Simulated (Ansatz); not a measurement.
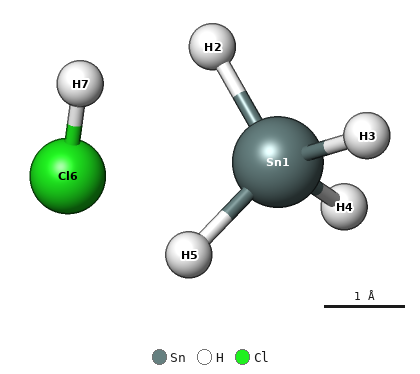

Figure 1. The structure as given in the input (ball-and-stick view, seen at a tilt; atoms are numbered from 1 in the order of the input). Sticks mark near contacts. Bond lengths as drawn: Cl–H 1.29 Å and H–Sn 1.71 to 1.72 Å.

Nudged elastic band of SnH5Cl

- system: SnH5Cl
- method: RKS B3LYP-D4/def2-SVP (Ansatz 0.2.0)

One setting was made poor on purpose. It belongs to a series of runs on one base structure; here: band between the two ends. Figures and captions count atoms from 1; the log counts them from 0 in places.

## The input
```yaml
crystal:
  periodic: [false, false, false]
  atoms:
    - { symbol: Sn, position_ang: [0.311538, 0.0, -0.14717] }
    - { symbol: H, position_ang: [0.308569, 0.0, 1.575436] }
    - { symbol: H, position_ang: [1.944476, 0.0, -0.683684] }
    - { symbol: H, position_ang: [-0.479541, 1.407277, -0.720665] }
    - { symbol: H, position_ang: [-0.479541, -1.407277, -0.720665] }
    - { symbol: Cl, position_ang: [-3.113654, 0.0, 1.598973] }
    - { symbol: H, position_ang: [-2.097547, 0.0, 2.395676] }
basis:
  gaussian: { orbitals: def2-SVP }
hamiltonian:
  xc: b3lyp
  dispersion: d4
neb:
  order_check: false
  images: 7
  f_tol: 0.03
  max_iterations: 60
  spring: 0.1
  final_atoms:
    - { symbol: Sn, position_ang: [-0.40492676, 0.0, -0.77932733] }
    - { symbol: H, position_ang: [-0.13125379, 0.0, 3.57419729] }
    - { symbol: H, position_ang: [0.96071014, 0.0, 0.25413975] }
    - { symbol: H, position_ang: [-0.51566948, 1.424903, -1.72415197] }
    - { symbol: H, position_ang: [-0.51566948, -1.424903, -1.72415197] }
    - { symbol: Cl, position_ang: [-2.31256526, 0.0, 0.64513987] }
    - { symbol: H, position_ang: [-0.68632537, 0.0, 3.05205537] }
  initial_path:
    images:
      - { positions_ang: [[0.311538, 0.0, -0.14717], [0.308569, 0.0, 1.575436], [1.944476, 0.0, -0.683684], [-0.479541, 1.407277, -0.720665], [-0.479541, -1.407277, -0.720665], [-3.113654, 0.0, 1.598973], [-2.097547, 0.0, 2.395676]] }
      - { positions_ang: [[0.23601912, 0.0, -0.10773771], [0.22318026, 0.0, 1.70660901], [1.87377995, 0.0, -0.64661206], [-0.55918092, 1.41040775, -0.68684015], [-0.55918092, -1.41040775, -0.68684015], [-2.98000604, 0.0, 1.40239249], [-1.84031145, 0.0, 2.31692958]] }
      - { positions_ang: [[0.16050025, 0.0, -0.06830543], [0.13779151, 0.0, 1.83778202], [1.80308391, 0.0, -0.60954012], [-0.63882084, 1.4135385, -0.6530153], [-0.63882084, -1.4135385, -0.6530153], [-2.84635808, 0.0, 1.20581198], [-1.58307591, 0.0, 2.23818316]] }
      - { positions_ang: [[0.08498137, 0.0, -0.02887314], [0.05240277, 0.0, 1.96895502], [1.73238786, 0.0, -0.57246818], [-0.71846077, 1.41666925, -0.61919046], [-0.71846077, -1.41666925, -0.61919046], [-2.71271012, 0.0, 1.00923147], [-1.32584036, 0.0, 2.15943674]] }
      - { positions_ang: [[0.0094625, 0.0, 0.01055915], [-0.03298597, 0.0, 2.10012803], [1.66169181, 0.0, -0.53539624], [-0.79810069, 1.4198, -0.58536561], [-0.79810069, -1.4198, -0.58536561], [-2.57906215, 0.0, 0.81265095], [-1.06860481, 0.0, 2.08069032]] }
      - { positions_ang: [[-0.09413482, 0.0, -0.18691247], [-0.05755293, 0.0, 2.46864535], [1.4864464, 0.0, -0.33801224], [-0.72749289, 1.42107575, -0.8700622], [-0.72749289, -1.42107575, -0.8700622], [-2.51243793, 0.0, 0.77077318], [-0.97303495, 0.0, 2.32353158]] }
      - { positions_ang: [[-0.19773213, 0.0, -0.38438409], [-0.08211988, 0.0, 2.83716266], [1.31120098, 0.0, -0.14062825], [-0.65688508, 1.4223515, -1.15475879], [-0.65688508, -1.4223515, -1.15475879], [-2.44581371, 0.0, 0.72889541], [-0.87746509, 0.0, 2.56637285]] }
      - { positions_ang: [[-0.30132944, 0.0, -0.58185571], [-0.10668684, 0.0, 3.20567997], [1.13595556, 0.0, 0.05675575], [-0.58627728, 1.42362725, -1.43945538], [-0.58627728, -1.42362725, -1.43945538], [-2.37918948, 0.0, 0.68701764], [-0.78189523, 0.0, 2.80921411]] }
      - { positions_ang: [[-0.40492676, 0.0, -0.77932733], [-0.13125379, 0.0, 3.57419729], [0.96071014, 0.0, 0.25413975], [-0.51566948, 1.424903, -1.72415197], [-0.51566948, -1.424903, -1.72415197], [-2.31256526, 0.0, 0.64513987], [-0.68632537, 0.0, 3.05205537]] }
```

Machine: 1 thread of Arm Neoverse V2, 24 GiB of memory available, shared host.

Launch command:
```bash
ansatz run input.yaml --threads 1 --pin off --max-ram 2048MiB --backend cpu --events-out ev --progress --plain --runs-dir out
```

## What the program printed
```
Engine: ansatz 0.2.0, aarch64-unknown-linux-gnu
Functional definition: B3LYP
  parameter a0 = 0.2
  parameter ax = 0.72
  parameter ac = 0.81
  exchange = (1 - a0 - ax)*slater_x + ax*b88_x + a0*exact_x
  correlation = (1 - ac)*vwn_rpa_c + ac*lyp_c
818 factors; integrals over basis functions are off by at most 3.8e-4 eV
mean field evaluation 1: about -18432.7095 eV, gradient 1.2e1 eV
mean field evaluation 2: about -18433.0126 eV, gradient 7.9e0 eV
mean field evaluation 4: about -18433.1622 eV, gradient 1.8e-1 eV
mean field evaluation 8: about -18433.1600 eV, gradient 1.2e-3 eV
mean field -18433.15996300 eV, -677.4061341958 hartree, gradient 3.2e-5 eV, S^2 0.000000; 0 other end points of the search recorded, 0 dependent functions left out
the calculation of the forces begins
reference -18433.16022569 eV, -677.4061438493 hartree; 22, 22 occupied and 47, 47 virtual orbitals, 818 factors
821 factors; integrals over basis functions are off by at most 3.4e-4 eV
mean field evaluation 16: about -18433.7779 eV, gradient 2.3e0 eV
mean field -18433.79352182 eV, -677.4294170527 hartree, gradient 4.5e-5 eV, S^2 0.000000; 0 other end points of the search recorded, 0 dependent functions left out
[... from here on the field's lines of each further geometry are left out, up to the last ...]
NEB iter   1: max|band force component| = 4.697e0 eV/Å  barrier→ = 2.3979 eV  barrier← = 3.0448 eV  Δτ_max = 0.2000 Å  (217 SCF iters)
NEB iter   2: max|band force component| = 1.518e0 eV/Å  barrier→ = 1.8279 eV  barrier← = 2.4748 eV  Δτ_max = 0.2000 Å  (181 SCF iters)
NEB iter   3: max|band force component| = 8.429e-1 eV/Å  barrier→ = 1.3759 eV  barrier← = 2.0228 eV  Δτ_max = 0.2000 Å  (176 SCF iters)
NEB iter   4: max|band force component| = 4.330e0 eV/Å  barrier→ = 1.2857 eV  barrier← = 1.9327 eV  Δτ_max = 0.0997 Å  (177 SCF iters)
NEB iter   5: max|band force component| = 8.675e-1 eV/Å  barrier→ = 1.2517 eV  barrier← = 1.8986 eV  Δτ_max = 0.1905 Å  (177 SCF iters)
NEB iter   6: max|band force component| = 1.154e0 eV/Å  barrier→ = 1.0476 eV  barrier← = 1.6946 eV  Δτ_max = 0.0995 Å  (178 SCF iters)
NEB iter   7: max|band force component| = 1.539e0 eV/Å  barrier→ = 1.2047 eV  barrier← = 1.8516 eV  Δτ_max = 0.0505 Å  (178 SCF iters)
NEB iter   8: max|band force component| = 7.151e-1 eV/Å  barrier→ = 1.2619 eV  barrier← = 1.9089 eV  CI = image 3  Δτ_max = 0.1017 Å  (172 SCF iters)
NEB iter   9: max|band force component| = 4.993e-1 eV/Å  barrier→ = 1.2901 eV  barrier← = 1.9370 eV  CI = image 3  Δτ_max = 0.0426 Å  (169 SCF iters)
NEB iter  10: max|band force component| = 3.649e-1 eV/Å  barrier→ = 1.2738 eV  barrier← = 1.9208 eV  CI = image 3  Δτ_max = 0.1007 Å  (165 SCF iters)
NEB iter  11: max|band force component| = 6.041e-1 eV/Å  barrier→ = 1.2679 eV  barrier← = 1.9149 eV  CI = image 3  Δτ_max = 0.0499 Å  (162 SCF iters)
NEB iter  12: max|band force component| = 7.908e-2 eV/Å  barrier→ = 1.2664 eV  barrier← = 1.9134 eV  CI = image 3  Δτ_max = 0.0465 Å  (153 SCF iters)
NEB iter  13: max|band force component| = 5.350e-2 eV/Å  barrier→ = 1.2657 eV  barrier← = 1.9126 eV  CI = image 3  Δτ_max = 0.0281 Å  (137 SCF iters)
NEB iter  14: max|band force component| = 6.477e-2 eV/Å  barrier→ = 1.2656 eV  barrier← = 1.9126 eV  CI = image 3  Δτ_max = 0.0051 Å  (132 SCF iters)
NEB iter  15: max|band force component| = 3.794e-2 eV/Å  barrier→ = 1.2656 eV  barrier← = 1.9126 eV  CI = image 3  Δτ_max = 0.0012 Å  (124 SCF iters)
the calculation of the forces begins
reference -18433.77147395 eV, -677.4286068086 hartree; 22, 22 occupied and 47, 47 virtual orbitals, 821 factors
820 factors; integrals over basis functions are off by at most 4.7e-4 eV
mean field -18431.85348776 eV, -677.3581221161 hartree, gradient 2.6e-5 eV, S^2 0.000000; 1 other end points of the search recorded, 0 dependent functions left out
the calculation of the forces begins
reference -18431.85373082 eV, -677.3581310484 hartree; 22, 22 occupied and 47, 47 virtual orbitals, 820 factors
NEB iter  16: max|band force component| = 5.626e-3 eV/Å  barrier→ = 1.2656 eV  barrier← = 1.9126 eV  CI = image 3  Δτ_max = 0.0000 Å  (280 SCF iters)
```

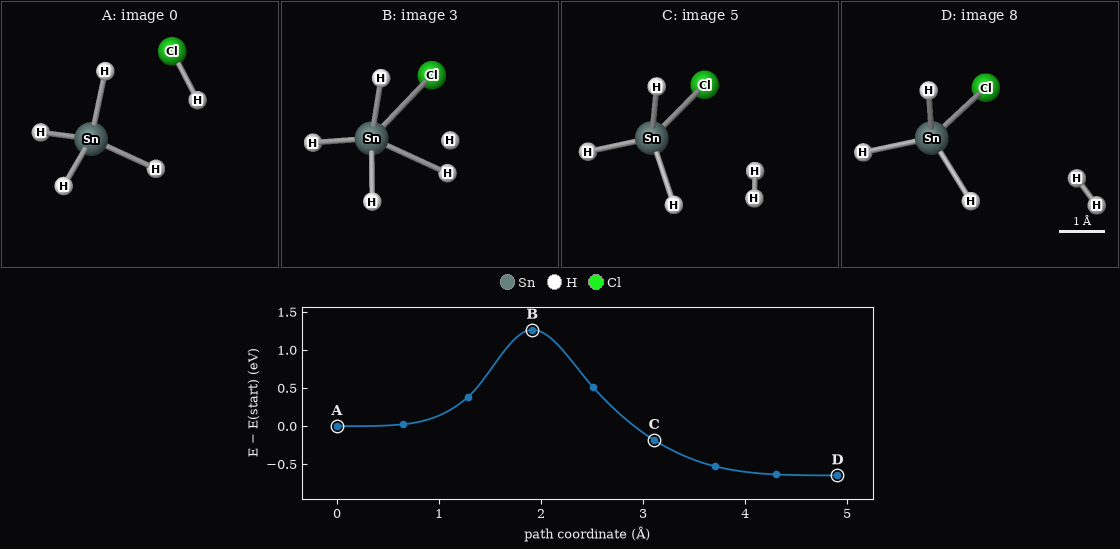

Figure 2. Images of the last band (counted from 0; ball-and-stick, seen at a tilt) above the energy along the path; the line is a cubic interpolation that uses the forces. The highest image is number 3, 1.266 eV above the start and 1.913 eV above the end (the climbing image); the end lies 0.647 eV below the start. The path is 4.91 Å long. The band converged in 16 iterations.

```
Total energy: -18432.05238355 eV, -677.3654314015 hartree
Atom 0 at    -0.182099     0.000000    -0.140409 Å, force     0.001111     0.000000     0.000964 eV/Å
Atom 1 at    -0.046483    -0.000000     1.870635 Å, force     0.000213    -0.000000    -0.000032 eV/Å
Atom 2 at     1.551096     0.000000    -0.038432 Å, force    -0.000797     0.000000    -0.000039 eV/Å
Atom 3 at    -0.684911     1.483722    -0.813883 Å, force    -0.000264     0.000901    -0.000457 eV/Å
Atom 4 at    -0.684911    -1.483722    -0.813883 Å, force    -0.000264    -0.000901    -0.000457 eV/Å
Atom 5 at    -2.578242    -0.000000     1.334953 Å, force    -0.000597    -0.000000    -0.000421 eV/Å
Atom 6 at    -0.980151    -0.000000     1.898920 Å, force     0.000598    -0.000000     0.000443 eV/Å
Dipole moment:     0.611667    -0.000000    -0.349684 e Å
this run last wrote the band of iteration 16 to [file]
```

## The last band as extended XYZ (Å, eV, eV/Å)
```
7
Properties=species:S:1:pos:R:3:forces:R:3 image=0 energy=-18433.31779
Sn    0.3115    0.0000   -0.1472   -0.0070   0.0000   0.0061
H     0.3086    0.0000    1.5754    0.0009   0.0000  -0.0158
H     1.9445    0.0000   -0.6837    0.0063   0.0000   0.0010
H    -0.4795    1.4073   -0.7207    0.0015   0.0057   0.0030
H    -0.4795   -1.4073   -0.7207    0.0015  -0.0057   0.0030
Cl   -3.1137    0.0000    1.5990    0.0133   0.0000   0.0126
H    -2.0975    0.0000    2.3957   -0.0164   0.0000  -0.0101
7
Properties=species:S:1:pos:R:3:forces:R:3 image=1 energy=-18433.29415
Sn    0.2155    0.0000   -0.1176    0.0413   0.0000  -0.0010
H     0.0861    0.0000    1.6069    0.0176   0.0000  -0.0230
H     1.8925    0.0000   -0.4724    0.0356   0.0000  -0.0608
H    -0.5394    1.4092   -0.7319    0.0253  -0.0054   0.0056
H    -0.5394   -1.4092   -0.7319    0.0253   0.0054   0.0056
Cl   -2.9900    0.0000    1.7170   -0.0727   0.0000   0.0411
H    -1.7310    0.0000    2.0277   -0.0725   0.0000   0.0324
7
Properties=species:S:1:pos:R:3:forces:R:3 image=2 energy=-18432.93815
Sn    0.0363    0.0000   -0.0961    0.4266   0.0000   0.0866
H     0.0122    0.0000    1.6795    0.1179   0.0000  -0.3765
H     1.7331    0.0000   -0.2196    0.3543   0.0000  -0.3592
H    -0.6508    1.4293   -0.7554    0.0649  -0.1080   0.1154
H    -0.6508   -1.4293   -0.7554    0.0649   0.1080   0.1154
Cl   -2.6882    0.0000    1.5455   -0.2122   0.0000   0.4175
H    -1.3973    0.0000    1.8995   -0.8164   0.0000   0.0008
7
Properties=species:S:1:pos:R:3:forces:R:3 image=3 energy=-18432.05214
Sn   -0.1821    0.0000   -0.1404    0.0011   0.0000   0.0010
H    -0.0465    0.0000    1.8706    0.0002   0.0000   0.0000
H     1.5511    0.0000   -0.0384   -0.0008   0.0000   0.0000
H    -0.6849    1.4837   -0.8139   -0.0003   0.0009  -0.0005
H    -0.6849   -1.4837   -0.8139   -0.0003  -0.0009  -0.0005
Cl   -2.5782    0.0000    1.3350   -0.0006   0.0000  -0.0004
H    -0.9802    0.0000    1.8989    0.0006   0.0000   0.0004
7
Properties=species:S:1:pos:R:3:forces:R:3 image=4 energy=-18432.80837
Sn   -0.3728    0.0000   -0.2293   -0.4969   0.0000  -0.2316
H     0.0480    0.0000    2.1002    0.2486   0.0000   0.5951
H     1.3590    0.0000    0.0924   -0.5002   0.0000   0.3351
H    -0.6897    1.5116   -0.9383   -0.0155   0.0724  -0.3230
H    -0.6897   -1.5116   -0.9383   -0.0155  -0.0724  -0.3230
Cl   -2.5304    0.0000    1.1020    0.1264   0.0000  -0.6006
H    -0.7300    0.0000    2.1094    0.6531   0.0000   0.5478
7
Properties=species:S:1:pos:R:3:forces:R:3 image=5 energy=-18433.50013
Sn   -0.4405    0.0000   -0.3628   -0.1298   0.0000  -0.1956
H     0.1018    0.0000    2.3767    0.1576   0.0000   0.3630
H     1.1576    0.0000    0.3029   -0.3012   0.0000   0.2026
H    -0.6409    1.4981   -1.1517   -0.0018  -0.0191  -0.2932
H    -0.6409   -1.4981   -1.1517   -0.0018   0.0191  -0.2932
Cl   -2.4839    0.0000    0.9289    0.0951   0.0000  -0.1426
H    -0.6588    0.0000    2.3556    0.1818   0.0000   0.3591
7
Properties=species:S:1:pos:R:3:forces:R:3 image=6 energy=-18433.84526
Sn   -0.4526    0.0000   -0.5022   -0.0256   0.0000  -0.0822
H     0.1075    0.0000    2.7131    0.0462   0.0000   0.1804
H     0.9716    0.0000    0.4537   -0.1098   0.0000   0.0495
H    -0.5692    1.4577   -1.3872    0.0051  -0.0233  -0.1332
H    -0.5692   -1.4577   -1.3872    0.0051   0.0233  -0.1332
Cl   -2.4489    0.0000    0.8075    0.0295   0.0000  -0.0259
H    -0.6449    0.0000    2.6002    0.0494   0.0000   0.1445
7
Properties=species:S:1:pos:R:3:forces:R:3 image=7 energy=-18433.95217
Sn   -0.4448    0.0000   -0.6438   -0.0021   0.0000  -0.0153
H     0.0514    0.0000    3.1567    0.0013   0.0000   0.0451
H     0.8796    0.0000    0.4409   -0.0098   0.0000  -0.0061
H    -0.5163    1.4295   -1.5843   -0.0003  -0.0030  -0.0208
H    -0.5163   -1.4295   -1.5843   -0.0003   0.0030  -0.0208
Cl   -2.4229    0.0000    0.6827    0.0036   0.0000  -0.0070
H    -0.6364    0.0000    2.8300    0.0077   0.0000   0.0248
7
Properties=species:S:1:pos:R:3:forces:R:3 image=8 energy=-18433.96475
Sn   -0.4049    0.0000   -0.7793   -0.0001   0.0000   0.0000
H    -0.1313    0.0000    3.5742   -0.0066   0.0000  -0.0036
H     0.9607    0.0000    0.2541    0.0001   0.0000  -0.0005
H    -0.5157    1.4249   -1.7242   -0.0002  -0.0003  -0.0001
H    -0.5157   -1.4249   -1.7242   -0.0002   0.0003  -0.0001
Cl   -2.3126    0.0000    0.6451    0.0004   0.0000  -0.0004
H    -0.6863    0.0000    3.0521    0.0067   0.0000   0.0046
```

## Results in brief

| quantity | value |
| --- | --- |
| outcome | converged |
| barrier, forward | 1.266 eV |
| barrier, backward | 1.913 eV |
| wall time | 4.3 min |
| peak memory | 0.14 GiB |

A deliberately poor setting: spring. The order of the saddle point was not checked.
